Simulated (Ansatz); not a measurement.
# SiPbS3 in P4bm, a phase reached by a soft mode: a soft mode frozen in

Aim: this structure of SiPbS3 in P4bm, a phase reached by a soft mode is to be tested for unstable modes, and one is followed downhill.

Program: Ansatz 0.2.0. Level of theory: DFT PBEsol, scalar-relativistic, plane waves, PAW; PAW set soft_1. Results are calculated unless marked as measured.

The structure was built from a prototype and need not be the compound's stable phase.

In doubt: the program warns that the response may not be converged on this k-mesh (step 2), which bears on the force constants and all frequencies.

**1. The structure**

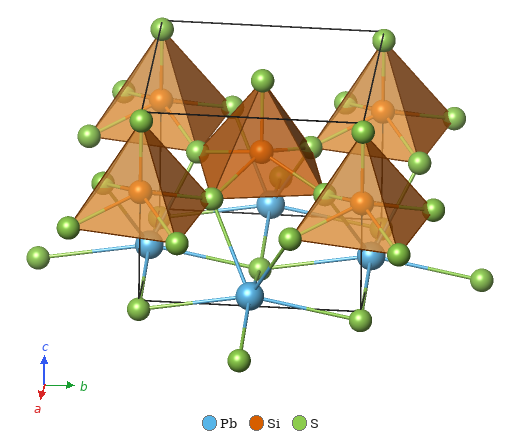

The starting structure, seen slightly off an axis (lead blue, silicon orange, sulfur green). Some periodic images of atoms are drawn too.

As a file:

```cif
data_structure
_symmetry_space_group_name_H-M 'P4bm'
_symmetry_Int_Tables_number 100
_cell_length_a 6.0501
_cell_length_b 6.0501
_cell_length_c 5.6185
_cell_angle_alpha 90.000
_cell_angle_beta 90.000
_cell_angle_gamma 90.000
_cell_volume 205.66
loop_
_atom_site_label
_atom_site_type_symbol
_atom_site_symmetry_multiplicity
_atom_site_Wyckoff_symbol
_atom_site_fract_x
_atom_site_fract_y
_atom_site_fract_z
_atom_site_occupancy
Pb1 Pb 2 b 0.50000 0.00000 0.05230 1
Si1 Si 2 a 0.00000 0.00000 0.57534 1
S1 S 4 c 0.19524 0.69524 0.46177 1
S2 S 2 a 0.00000 0.00000 0.95304 1
```

**2. Modes at Γ**

This phase was reached earlier by freezing in an unstable mode of a structure of higher symmetry and relaxing. Its zone-centre modes can show that it is still unstable.

input.yaml

```yaml
crystal:
  lattice:
    - [6.0501067086, 0.0, 0.0]
    - [0.0, 6.0501067086, 0.0]
    - [0.0, 0.0, 5.6184995175]
  atoms:
    - { symbol: Pb, position: [0.5, 0.0, 0.0522987014] }
    - { symbol: Pb, position: [0.0, 0.5, 0.0522987014] }
    - { symbol: Si, position: [0.0, 0.0, 0.5753427921] }
    - { symbol: Si, position: [0.5, 0.5, 0.5753427921] }
    - { symbol: S, position: [0.19523904, 0.69523904, 0.4617663687] }
    - { symbol: S, position: [0.80476096, 0.30476096, 0.4617663687] }
    - { symbol: S, position: [0.30476096, 0.19523904, 0.4617663687] }
    - { symbol: S, position: [0.69523904, 0.80476096, 0.4617663687] }
    - { symbol: S, position: [0.0, 0.0, 0.9530377382] }
    - { symbol: S, position: [0.5, 0.5, 0.9530377382] }
kpoints:
  mp_grid: { grid: [4, 4, 4] }
hamiltonian:
  xc: pbesol
  pseudopotentials: { kind: paw, azcp: { folder: soft_1 }, xc_functional: pbe }
scf:
  occupations: { method: fixed }
output:
  eigenvalues: true
phonons:
  method: dfpt
  dielectric: true
  rigid_motions: translations
```

Launch:

```console
$ ansatz run input.yaml --threads 8 --pin off --max-ram 16384MiB --backend cpu --events-out ev --progress --plain --runs-dir out
```

Numbers of over 12 decimals in the logs are rounded to 6 here.

Output:

```text
Engine: ansatz 0.2.0, aarch64-unknown-linux-gnu
Pseudopotentials: kind: paw
Pseudopotential: Pb, paw, valence charge 14, recommended cutoff 420 eV (normal), soft_1/Pb.paw.azcp
Pseudopotential: Si, paw, valence charge 4, recommended cutoff 420 eV (normal), soft_1/Si.paw.azcp
Pseudopotential: S, paw, valence charge 6, recommended cutoff 420 eV (normal), soft_1/S.paw.azcp
Functional definition: PBEsol
  exchange = pbesol_x
  correlation = pbesol_c
Crystal: 10 atoms, lattice volume = 205.658 Å³
Basis set: ecut = 420 eV, 4039 PW (Γ), exchange–correlation on 96×96×80 points (8 copies of the dense FFT grid, shifted against one another)
Bands: 46, of which v1, the nominal top of the filled ones, is band 36 counted from 1 (35 counted from 0)
Symmetry: 8 space group operations
k-points: 36 of 64 (irreducible under 1 space group operation, time reversal used)
Non-local potential: Pb, projectors of the file, l = 0: 2, l = 1: 2, l = 2: 2, l = 3: 1
Non-local potential: Si, projectors of the file, l = 0: 2, l = 1: 2, l = 2: 1
Non-local potential: S, projectors of the file, l = 0: 2, l = 1: 2, l = 2: 1
PAW form: soft (Blöchl's): semilocal exchange-correlation on the pseudo side does not see the compensation charge
PAW frozen core: Pb, regenerated for the run's functional, and the local potential with it (the file was generated under x = pbe(κ = 0.804, μ = 0.219515), c = pbe(β = 0.066725))
PAW frozen core: Si, regenerated for the run's functional, and the local potential with it (the file was generated under x = pbe(κ = 0.804, μ = 0.219515), c = pbe(β = 0.066725))
PAW frozen core: S, regenerated for the run's functional, and the local potential with it (the file was generated under x = pbe(κ = 0.804, μ = 0.219515), c = pbe(β = 0.066725))
PAW one-centre angular grid: Pb, 590 points (default); XC on 64 Gauss nodes
PAW one-centre angular grid: Si, 110 points (default); XC on 64 Gauss nodes
PAW one-centre angular grid: S, 110 points (default); XC on 64 Gauss nodes
Initial density: superposition of atomic densities (chi_scale 0.1, normalization cell, long waves kept (reshape's long-wave potential 0.01 eV rms))
Initial wavefunctions: pseudopotential atomic-orbital guess
Functional: x = pbesol(κ = 0.804, μ = 0.123457), c = pbesol(β = 0.046)
SCF iter   1: F=—  HF=-30072.527606 eV  |F-HF|=—  |Δ(HF+E_count)|=         —  Δρ=3.51e-2  dr2=3.72e0  ethr=3.10e-3  ⟨swp⟩=5.4  Hψ=7226  notcnv=0  defer=222
preconditioner: auto → Resta (q_TF=auto, 2.290 Å⁻¹)  ε∞=4.3  [insulator: Δε(μ)=1.306 eV  Ē_g=12.064 eV  n_scr=32 (ndim 8)  ℏωp=22.0 eV  f_vac=0.000  ε∞_Penn≈4.3]
SCF iter   2: F=—  HF=-30071.598390 eV  |F-HF|=—  |Δ(HF+E_count)|=   9.29e-1  Δρ=1.77e-2  dr2=7.59e-1  ethr=3.10e-3  ⟨swp⟩=3.0  Hψ=2632  notcnv=0  defer=273
SCF iter   3: F=—  HF=-30071.405819 eV  |F-HF|=—  |Δ(HF+E_count)|=   1.93e-1  Δρ=3.63e-3  dr2=2.70e-2  ethr=1.05e-3  ⟨swp⟩=2.9  Hψ=2186  notcnv=0  defer=282
SCF iter   4: F=—  HF=-30071.404140 eV  |F-HF|=—  |Δ(HF+E_count)|=   1.68e-3  Δρ=7.10e-4  dr2=1.02e-3  ethr=3.75e-5  ⟨swp⟩=3.0  Hψ=2813  notcnv=0  defer=288
SCF iter   5: F=—  HF=-30071.404484 eV  |F-HF|=—  |Δ(HF+E_count)|=   3.44e-4  Δρ=2.08e-4  dr2=9.42e-5  ethr=1.41e-6  ⟨swp⟩=2.4  Hψ=2646  notcnv=0  defer=288
SCF iter   6: F=—  HF=-30071.404542 eV  |F-HF|=—  |Δ(HF+E_count)|=   5.78e-5  Δρ=4.00e-5  dr2=4.02e-6  ethr=1.31e-7  ⟨swp⟩=2.0  Hψ=2321  notcnv=0  defer=288
SCF iter   7: F=—  HF=-30071.404503 eV  |F-HF|=—  |Δ(HF+E_count)|=   3.89e-5  Δρ=1.33e-5  dr2=5.60e-7  ethr=5.58e-9  ⟨swp⟩=2.2  Hψ=2696  notcnv=0  defer=282
SCF iter   8: F=—  HF=-30071.404503 eV  |F-HF|=—  |Δ(HF+E_count)|=   6.97e-8  Δρ=3.64e-6  dr2=4.36e-8  ethr=7.78e-10  ⟨swp⟩=2.0  Hψ=2305  notcnv=0  defer=282
SCF iter   9: F=—  HF=-30071.404503 eV  |F-HF|=—  |Δ(HF+E_count)|=   1.66e-9  Δρ=7.70e-7  dr2=1.08e-9  ethr=6.05e-11  ⟨swp⟩=2.1  Hψ=2406  notcnv=0  defer=282
SCF iter  10: F=-30071.404503 eV  HF=-30071.404503 eV  |F-HF|=7.28e-12  |Δ(HF+E_count)|=  7.79e-10  Δρ=2.04e-7  dr2=8.73e-11  ethr=1.00e-12  ⟨swp⟩=20.0  Hψ=14656  notcnv=0
SCF 1 converged in 10 iterations: F = -30071.404503 eV  dr2 = 8.73e-11
  greatest PAW one-centre occupation: 0.981 electrons in one spin orbital (limit 2), on the Pb atom at site 1 (counted from 0), in its partial waves of l = 2
DFPT response loops at Γ: preconditioner auto → Resta (q_TF=auto, 2.290 Å⁻¹)  ε∞=7.0 (no band partly filled); β = 1.00, the filter's whole step (`scf.mixing.beta` (0.50) is not read by the response loops at its default; to damp them type it under 1.00, their step now; it binds the ground state too); Broyden in place of MSR1
── the response to a field inside a basis, on 8×8×8 k-points: an SCF that follows is theirs, and a resumed run solves both again ──
Bands: 37, of which v1, the nominal top of the filled ones, is band 36 counted from 1 (35 counted from 0)
k-points: 40 of 512 (time reversal used)
Initial density: handed on by an earlier stage of this run
Initial wavefunctions: pseudopotential atomic-orbital guess (no wavefunctions were taken with the density)
Eigensolver: Dense (40 Hₖ)
SCF iter   1: F=—  HF=-30071.223038 eV  |F-HF|=—  |Δ(HF+E_count)|=         —  Δρ=4.31e-4  dr2=1.80e-4  ethr=1.00e-1
preconditioner: auto → Resta (q_TF=auto, 2.290 Å⁻¹)  ε∞=5.6  [insulator: Δε(μ)=1.301 eV  Ē_g=10.250 eV  n_scr=32 (ndim 8)  ℏωp=22.0 eV  f_vac=0.000  ε∞_Penn≈5.6]
SCF iter   2: F=—  HF=-30071.223043 eV  |F-HF|=—  |Δ(HF+E_count)|=   5.16e-6  Δρ=2.33e-4  dr2=4.86e-5  ethr=2.51e-7
SCF iter   3: F=—  HF=-30071.223048 eV  |F-HF|=—  |Δ(HF+E_count)|=   5.61e-6  Δρ=2.62e-5  dr2=1.38e-6  ethr=6.75e-8
SCF iter   4: F=-30071.223048 eV  HF=-30071.223048 eV  |F-HF|=1.05e-8  |Δ(HF+E_count)|=   2.26e-9  Δρ=5.90e-6  dr2=8.75e-8  ethr=1.92e-9
SCF 1 converged in 4 iterations: F = -30071.223048 eV  dr2 = 8.75e-8
  greatest PAW one-centre occupation: 0.981 electrons in one spin orbital (limit 2), on the Pb atom at site 0 (counted from 0), in its partial waves of l = 2
DFPT response loops at Γ: preconditioner auto → Resta (q_TF=auto, 2.290 Å⁻¹)  ε∞=6.8 (no band partly filled); β = 1.00, the filter's whole step (`scf.mixing.beta` (0.50) is not read by the response loops at its default; to damp them type it under 1.00, their step now; it binds the ground state too); Broyden in place of MSR1
WARN: field response: ε∞ stands inside a basis, on 8×8×8 points; the force constants stand on the 4×4×4 k-mesh, whose period is 9.37 times the interband length at k = (0.0000, 0.0000, 0.2500), direct gap 1.332 eV, under 14: take them and everything formed from them as unconverged, and compare with a denser kpoints.mp_grid
SCF converged after 10 iterations
Free energy (F): -30071.404503 eV
Harris-Foulkes:  -30071.404503 eV  (|F-HF|=7.28e-12)
Internal energy: -30071.404503 eV  (E = F + TS)
E sigma→0 (E₀):  -30071.404503 eV
Fermi energy:    7.845110 eV
--- Per-component energies (eV) ---
  E_band       = -66.347071
  E_kinetic    = 1304.623472
  E_local      = -2880.899420  (includes V_loc(G=0)·N_el)
  E_nonlocal   = 865.285898
  E_hartree    = 1054.818848
  E_xc         = -1052.395246
  E_vxc        = -872.395402  (∫ρ·V_xc dr)
  E_paw        = -25028.884063  (= ΣΔE_a)
  E_vpaw       = -592.599175  (= ΣTr[D̂ρ^β])
  E_aug_tail   = 0.000055  (compensation charges beyond the density's cutoff)
  E_ewald      = -4334.513205
  E_core_change = 0.559158  (= ΣΔE_core)
  E_smearing   = -0.000000  (= −TS)
  E_closure    = 0.000000  (closes the sum)
  Σ components = -30071.404503   (vs F -30071.404503, Δ=0.00e0)
--- Band table (eV; the first three rows and the last of 36) ---
  k-point 0: bands = [... 32 lower, 5.9645, 6.8063, 7.6659, 7.6659, 9.0838, 9.8827, 10.9612, 10.9612, ... 6 higher]
  k-point 1: bands = [... 32 lower, 6.6007, 6.8084, 7.7645, 7.7645, 9.0963, 10.3983, 11.0685, 11.0802, ... 6 higher]
  k-point 2: bands = [... 32 lower, 6.9138, 6.9138, 7.8451, 7.8451, 9.3141, 9.8317, 11.0985, 11.3170, ... 6 higher]
  k-point 35: bands = [... 32 lower, 6.4004, 6.4004, 7.0187, 7.0187, 9.8181, 9.8181, 10.3872, 10.3872, ... 6 higher]
--- Phonons (Γ-DFPT): 8 representative perturbations + reference, on 36 of 64 k-points (Σ response iterations 24) ---
  k mesh reduced under 1 symmetry operation, with k and −k counted as one. Each operation leaves every solved perturbation unchanged. A smaller set is not considered because the run solves the response to a homogeneous field
  ASR residual: 9.672e-5 → 0.000e0 eV/Å²; symmetrization residual: 7.269e-6 eV/Å²
  ASR residual per site (eV/Å²): 9.67e-5 9.67e-5 7.28e-6 7.28e-6 7.92e-5 7.92e-5 7.92e-5 7.92e-5 5.88e-5 5.88e-5
  Γ frequencies (cm⁻¹): -25.04 -25.04 0.00 0.00 0.00 44.43 45.47 45.47 73.41 73.41 83.04 130.71 136.63 136.63 170.56 170.56 181.91 194.72 222.31 255.85 255.85 294.30 301.77 359.50 359.50 359.65 374.41 374.41 493.22 508.49
  ε∞ (high-frequency dielectric tensor):
       15.782101    -0.000000     0.000000
       -0.000000    15.782101    -0.000000
        0.000000    -0.000000     8.867580
  softest optical mode at Γ: -25.04 cm⁻¹; the repairs (sum rule, projections) moved no ω² at Γ by more than (1.68 cm⁻¹)²
  Born effective charges Z* (e; rows j = field, columns β = displacement):
    site 0:
         4.37911   -0.83686    0.00000
        -0.83686    4.37911   -0.00000
         0.00000   -0.00000    3.71862
    site 1:
         4.37911    0.83686    0.00000
         0.83686    4.37911   -0.00000
         0.00000   -0.00000    3.71862
    site 2:
         4.22746   -0.65004    0.00000
         0.65004    4.22746   -0.00000
         0.00000   -0.00000    3.17100
    site 3:
         4.22746    0.65004    0.00000
        -0.65004    4.22746    0.00000
         0.00000    0.00000    3.17100
    site 4:
        -2.71819   -0.00926   -0.50294
        -0.00926   -2.71819   -0.50294
        -0.22223   -0.22223   -2.15411
    site 5:
        -2.71819   -0.00926    0.50294
        -0.00926   -2.71819    0.50294
         0.22223    0.22223   -2.15411
    site 6:
        -2.71819    0.00926    0.50294
         0.00926   -2.71819   -0.50294
         0.22223   -0.22223   -2.15411
    site 7:
        -2.71819    0.00926   -0.50294
         0.00926   -2.71819    0.50294
        -0.22223    0.22223   -2.15411
    site 8:
        -3.17019   -0.00886   -0.00000
         0.00886   -3.17019    0.00000
        -0.00000    0.00000   -2.58141
    site 9:
        -3.17019    0.00886   -0.00000
        -0.00886   -3.17019    0.00000
        -0.00000    0.00000   -2.58141
  Z* charge neutrality: 3.461e-2 e pre-enforcement
  solved inside a basis spanned on kpoints, on 8×8×8 k-points, its susceptibility summed on 10×10×10: ε∞ is read to err by 9.3e-2, Z* by 4.7e-2 e (field_mesh: kpoints solves on kpoints); Z* is corrected for what the basis lacks
  optical modes at Γ without the LO–TO term, one row a degenerate level:
      ω (cm⁻¹)  modes    IR ((D/Å)²/amu)
        -25.04      2            14.2376
         44.43      1             0.0000
         45.47      2             1.3109
         73.41      2             1.3261
         83.04      1             8.9078
        130.71      1             0.0000
        136.63      2             0.6841
[...]
optical modes at Γ + LO–TO along q̂ = [1.0000, 0.0000, 0.0000]:
      ω (cm⁻¹)  modes    IR ((D/Å)²/amu)
[...]
optical modes at Γ + LO–TO along q̂ = [0.0000, 1.0000, 0.0000]:
      ω (cm⁻¹)  modes    IR ((D/Å)²/amu)
[...]
optical modes at Γ + LO–TO along q̂ = [0.0000, 0.0000, 1.0000]:
      ω (cm⁻¹)  modes    IR ((D/Å)²/amu)
[...]
170.56      2            50.8008
        182.32      1             0.1442
        194.72      1             0.0000
        222.31      1             0.0000
        255.85      2            28.4436
        294.30      1             0.0000
        312.95      1             5.3371
        359.50      2            36.0569
        359.65      1             0.0000
        374.41      2             9.0250
        493.22      1             0.0000
        541.50      1            31.6207
```

The job ended after 75 s (8 threads of Arm Neoverse V2, shared host; peak memory 1.9 GiB).

Numbers from this step:

- gap on the k-mesh: 1.239 eV
- volume per atom: 20.57 Å³
- sum-rule residual before enforcement: 9.67e-5 eV/Å²
- miss of the charge sum rule: 0.03461 e
- estimated error of the dielectric tensor: 0.09315
- estimated error of the Born charges: 0.04652 e
- point group: 4mm
- highest optical mode at the zone centre (no LO-TO term): 508.5 cm⁻¹
- lowest optical zone-centre mode: -25.04 cm⁻¹
- mean high-frequency dielectric constant: 13.48
- largest Born charge (third of the trace): 4.159 e
- top of the zone-centre spectrum with the field: 541.5 cm⁻¹

Patterns of degenerate modes are one choice out of their space. Modes at Γ, with each element's share of the kinetic energy (negative means imaginary):

```csv
mode,frequency (cm⁻¹),symmetry,Pb %,Si %,S %
1,-25.0,E,25,4,71
2,-25.0,E,25,4,71
3,0.0,acoustic,63,8,29
4,0.0,acoustic,63,8,29
5,0.0,acoustic,63,8,29
6,44.4,B2,95,0,5
7,45.5,E,93,1,6
8,45.5,E,93,1,6
9,73.4,E,14,18,68
10,73.4,E,14,18,68
11,83.0,A1,31,6,63
12,130.7,B2,4,0,96
13,136.6,E,4,7,89
14,136.6,E,4,7,89
15,170.6,E,0,25,74
16,170.6,E,0,25,74
17,181.9,A1,6,14,80
18,194.7,A2,0,44,56
19,222.3,B1,0,0,100
20,255.8,E,1,25,74
21,255.8,E,1,25,74
22,294.3,B2,1,0,99
23,301.8,A1,0,10,89
24,359.5,E,0,71,29
25,359.5,E,0,71,29
26,359.6,A2,0,0,100
27,374.4,E,0,39,61
28,374.4,E,0,39,61
29,493.2,A2,0,56,44
30,508.5,A1,0,62,38
```

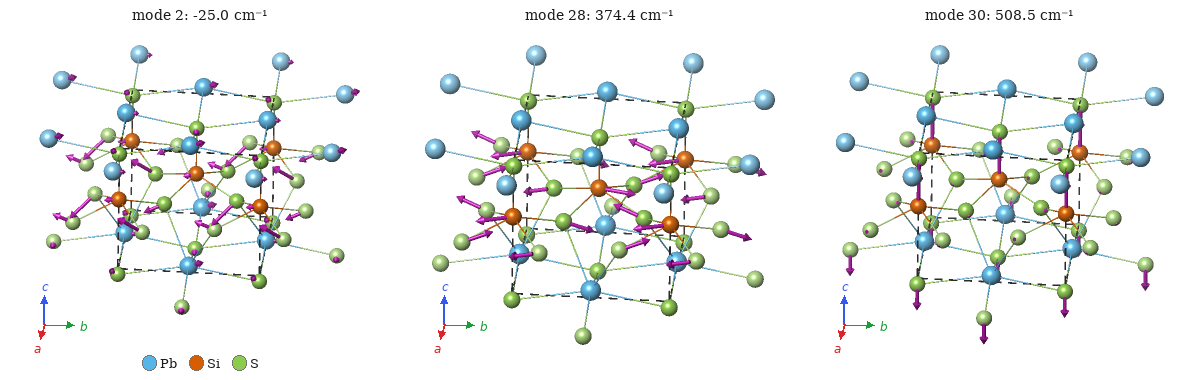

Displacement patterns of modes 2, 28 and 30 at Γ; arrows are exaggerated. Some periodic images of atoms are drawn too.

Before it was imposed, the acoustic sum rule was missed by 9.7e-5 eV/Å² and the charge sum rule by 0.035 e. The charge miss is large and points to the mesh or the basis. The lowest optical mode is imaginary, 25.0i cm⁻¹, so the energy falls along it.

The log warns of the k mesh: “the force constants stand on the 4×4×4 k-mesh, whose period is 9.37 times the interband length at k = (0.0000, 0.0000, 0.2500), direct gap 1.332 eV, under 14: take them and everything formed from them as unconverged”.

**3. The mode frozen in, largest atomic shift 0 Å**

The mode followed lies at Γ with frequency 25.0i cm⁻¹ and is 2-fold degenerate, the softest among the wavevectors solved. At small amplitude the distorted cell has space group no. 7 by a symmetry search on the positions. The undistorted cell that holds it gives the zero of energy on the same k mesh.

input.yaml: that of step 2 with these lines changed.

```diff
@@ -22,8 +22,6 @@
 scf:
-  occupations: { method: fixed }
+  occupations: { method: gaussian, width: 0.02 }
 output:
+  forces: true
+  stress: true
   eigenvalues: true
-phonons:
-  method: dfpt
-  dielectric: true
-  rigid_motions: translations
```

Output:

```text
[...]
Crystal: 10 atoms, lattice volume = 205.658 Å³
Basis set: ecut = 420 eV, 4039 PW (Γ), exchange–correlation on 90×90×80 points (8 copies of the dense FFT grid, shifted against one another)
Bands: 46, of which v1, the nominal top of the filled ones, is band 36 counted from 1 (35 counted from 0)
Symmetry: 8 space group operations
[...]
k-points: 18 of 64 (time reversal used)
[...]
k-point 0: bands = [... 32 lower, 5.9645, 6.8063, 7.6659, 7.6659, 9.0838, 9.8827, 10.9611, 10.9611, ... 4 higher]
  k-point 1: bands = [... 32 lower, 6.6007, 6.8084, 7.7645, 7.7645, 9.0962, 10.3983, 11.0685, 11.0802, ... 4 higher]
  k-point 2: bands = [... 32 lower, 6.9137, 6.9137, 7.8451, 7.8451, 9.3141, 9.8317, 11.0985, 11.3170, ... 4 higher]
  k-point 17: bands = [... 32 lower, 6.4004, 6.4004, 7.0187, 7.0187, 9.8180, 9.8180, 10.3872, 10.3872, ... 4 higher]
[key lines of the parts left out:]
SCF converged after 8 iterations
Free energy (F): -30071.404503 eV
Fermi energy:    8.464563 eV
P = ⅓ Tr σ = 0.0005 GPa (0.005 kbar)
```

Elapsed: 1.8 s, on 8 threads; peak memory 0.68 GiB; 12 s of CPU time.

This step gave:

- pressure: 5.17e-4 GPa
- energy from the undistorted cell: 0 meV/atom

At this level the gap is 1.24 eV on the k-mesh of the self-consistent run, which can miss the band edges.

**4. The mode frozen in, largest atomic shift 0.14 Å**

The atoms are moved along the unstable eigenvector, the largest shift by 0.14 Å, with the cell fixed.

input.yaml, the sections that differ from step 3:

```yaml
crystal:
  lattice:
    - [6.0501067086, 0.0, 0.0]
    - [0.0, 6.0501067086, 0.0]
    - [0.0, 0.0, 5.6184995175]
  atoms:
    - { symbol: Pb, position: [0.5031313451, 0.0071820564, 0.0522987014] }
    - { symbol: Pb, position: [-0.0031313451, 0.5071820564, 0.0522987014] }
    - { symbol: Si, position: [-0.0012116892, -0.0081690347, 0.5753427921] }
    - { symbol: Si, position: [0.5012116892, 0.4918309653, 0.5753427921] }
    - { symbol: S, position: [0.189544817, 0.6769445779, 0.4757381574] }
    - { symbol: S, position: [0.799066737, 0.2864664979, 0.44779458] }
    - { symbol: S, position: [0.310455183, 0.1769445779, 0.4757381574] }
    - { symbol: S, position: [0.700933263, 0.7864664979, 0.44779458] }
    - { symbol: S, position: [-0.0068071672, -0.0026716727, 0.9530377382] }
    - { symbol: S, position: [0.5068071672, 0.4973283273, 0.9530377382] }
# kpoints, hamiltonian, scf, output: as in step 3
```

Output:

```text
[...]
Crystal: 10 atoms, lattice volume = 205.658 Å³
Basis set: ecut = 420 eV, 4039 PW (Γ), exchange–correlation on 90×90×80 points (8 copies of the dense FFT grid, shifted against one another)
Bands: 46, of which v1, the nominal top of the filled ones, is band 36 counted from 1 (35 counted from 0)
Symmetry: 2 space group operations
[...]
k-points: 30 of 64 (time reversal used)
[...]
k-point 0: bands = [... 32 lower, 5.9757, 6.8101, 7.6018, 7.6707, 9.0667, 9.9565, 10.9643, 10.9909, ... 4 higher]
  k-point 1: bands = [... 32 lower, 6.6033, 6.8225, 7.7158, 7.7701, 9.0984, 10.4408, 11.0097, 11.0536, ... 4 higher]
  k-point 2: bands = [... 32 lower, 6.9215, 6.9542, 7.8084, 7.8557, 9.3147, 9.8314, 11.0812, 11.2868, ... 4 higher]
  k-point 29: bands = [... 32 lower, 6.4314, 6.4314, 7.0148, 7.0148, 9.8574, 9.8574, 10.3923, 10.3923, ... 4 higher]
[key lines of the parts left out:]
SCF converged after 8 iterations
Free energy (F): -30071.407531 eV
Fermi energy:    8.461192 eV
P = ⅓ Tr σ = 0.0507 GPa (0.507 kbar)
```

Run time: 2.8 s. Hardware: 8 threads; peak memory 0.77 GiB; 21 s of CPU time.

This step gave:

```
pressure                         : 0.05070 GPa
gap on the k-mesh                : 1.211 eV
energy from the undistorted cell : -0.303 meV/atom
```

The energy, extrapolated to zero smearing, is -0.30 meV/atom against the undistorted cell.

The run ends at a pressure of 0.05 GPa, with forces up to 0.025 eV/Å.

(Continued in part 2 of 3.)

[Logs are printed without paths, hosts, clocks, repeated set-up lines and the standing remarks that a program may print on its own settings, such as how far it seeks lower states.]

[Hosts, paths, dates, database ids (printed as entryN), source tags and the programs' standing remarks are cut or masked in the printed files.]
